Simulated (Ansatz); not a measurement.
# CH2BIZn (SMILES B=[CH][Zn][I]): what the fields show

Input file:

```
crystal:
  periodic: [false, false, false]
  atoms:
    - {symbol: C, position_ang: [1.749497, 0.342676, -0.063393]}
    - {symbol: B, position_ang: [1.709541, 1.311247, 0.900370]}
    - {symbol: I, position_ang: [2.759850, -3.173224, 2.422954]}
    - {symbol: Zn, position_ang: [2.197425, -1.159428, 1.112499]}
    - {symbol: H, position_ang: [1.653589, 0.046108, -1.110723]}
    - {symbol: H, position_ang: [1.707343, 2.050404, 1.833483]}
basis:
  gaussian:
    orbitals: def2-TZVPD
hamiltonian:
  xc: pbe0
output: {forces: true, orbitals: {seedname: orbitals}}
```

Command:

```sh
ansatz run input.yaml --threads 1 --pin off --max-ram 2610MiB --events-out events.jsonl --progress --plain --runs-dir runs
```

Geometry: BLYP-D3(BJ)/def2-SVP; core potentials replace the inner electrons of I.

The calculation used isolated molecule in a Gaussian basis; Kohn-Sham density functional theory, functional PBE0 (Ansatz 0.2.0).

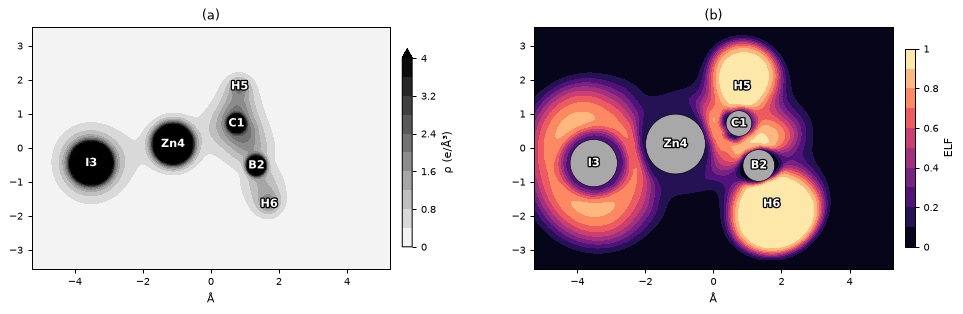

Figure 1. (a) electron density; (b) ELF on the molecular plane. Grey discs cover the atomic cores in the ELF map.

**Interpret the plot.**

Atoms in the plane: C, B, I, Zn and H. C–B (1.37 Å): ρ is about 1.9 e/Å³ halfway; the ELF peaks at about 0.90 between the atoms (a covalent bond). C–Zn (1.96 Å): ρ is about 0.68 e/Å³ halfway; the ELF peaks at about 0.80 in the valence shell of C, 0.7 Å from its nucleus, and is about 0.35 at the midpoint. Zn–I (2.47 Å): ρ at the midpoint is about 0.54 e/Å³, with its minimum of 0.48 e/Å³ about 1.1 Å from Zn; the ELF peaks at about 0.70 in the valence shell of I, 1.2 Å from its nucleus, and is about 0.65 at the midpoint. C–H (1.09 Å): the density is about 2 e/Å³ at the midpoint; the ELF climbs to about 1 towards the hydrogen, as it does in any bond to H: a covalent bond by its length. B–H (1.19 Å): the density is about 1.3 e/Å³ at the midpoint; the ELF climbs to about 1 towards the hydrogen (an ordinary covalent bond to hydrogen). The ELF also peaks beside I3, away from the bonds: lone-pair regions.

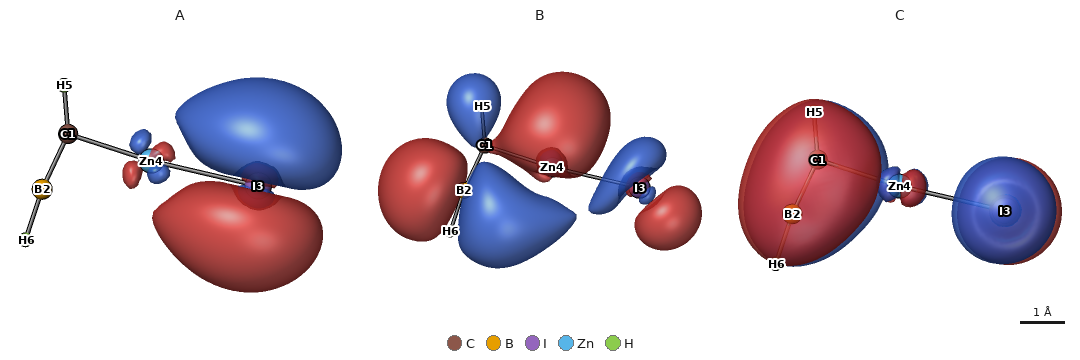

Figure 2. Three frontier orbitals at ±0.06 Å⁻³ᐟ² (red and blue are the two phases), in no order.

**Order the three orbitals by energy and name them.**

A is the HOMO−1 (−7.67 eV). It lies mainly on I3 (about 95 %) and Zn4 (about 5 %); it is symmetric in the molecular plane (an in-plane orbital: σ, lone-pair or in-plane π type); largely a lone pair of I3. C is the HOMO (−7.18 eV). Its weight (Hirshfeld) is mainly on C1 (about 45 %), B2 (about 30 %), I3 (about 15 %) and Zn4 (about 10 %); it changes sign across the molecular plane (π type); π-bonding across C1–B2; π-antibonding (a node) across I3–Zn4. B is the LUMO (−1.78 eV). It lies mainly on Zn4 (about 35 %), B2 (about 35 %), I3 (about 10 %) and C1 (about 10 %); it is symmetric in the molecular plane (an in-plane orbital: σ, lone-pair or in-plane π type).

**What is the HOMO–LUMO gap?**

5.40 eV between the orbital energies.

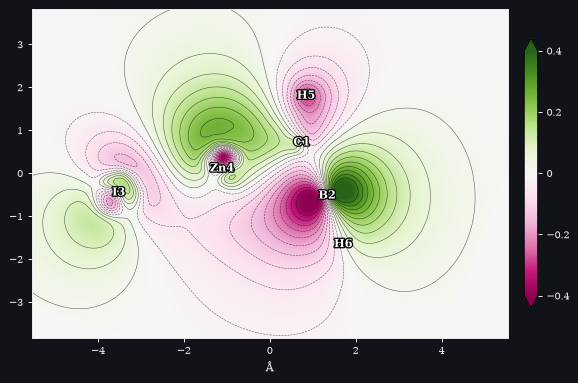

Figure 3. One frontier orbital on the molecular plane (values in Å⁻³ᐟ²; the overall sign is arbitrary).

**Which orbital is it: HOMO or LUMO?**

The LUMO, at −1.78 eV. By Hirshfeld shares it lies mainly on Zn4 (about 35 %), B2 (about 35 %), I3 (about 10 %) and C1 (about 10 %); it is symmetric in the molecular plane (an in-plane orbital: σ, lone-pair or in-plane π type).
